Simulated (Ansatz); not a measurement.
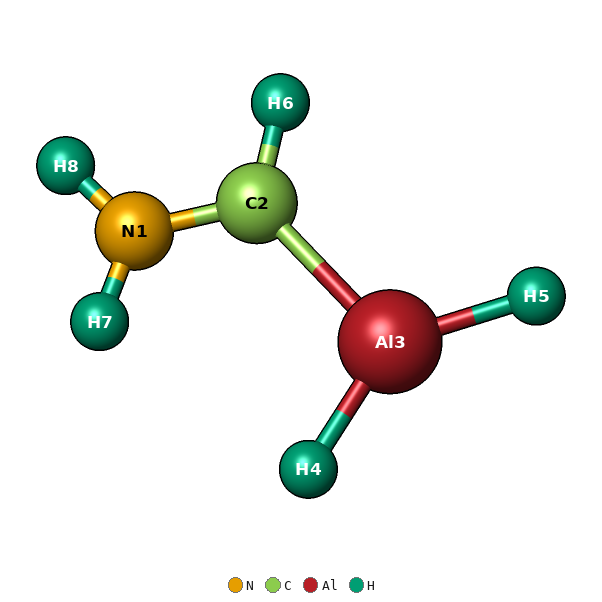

Numbered structure. State: charge +1, singlet. The geometry was computed by an optimisation with PBE0-D4/def2-TZVP. No frequency run is at hand to confirm it as a minimum.

**Describe the coordination of atom 2.**

C2 has 3 neighbours (N1 at 1.28, Al3 at 2.07, H6 at 1.09 Å); the arrangement is trigonal planar.

**What is the geometry at Al3?**

Al3 has 3 neighbours (C2 at 2.07, H4 at 1.57, H5 at 1.56 Å); the arrangement is trigonal planar.

**Describe the coordination of atom 1.**

N1 has 3 neighbours (C2 at 1.28, H7 at 1.02, H8 at 1.02 Å); the arrangement is trigonal planar.
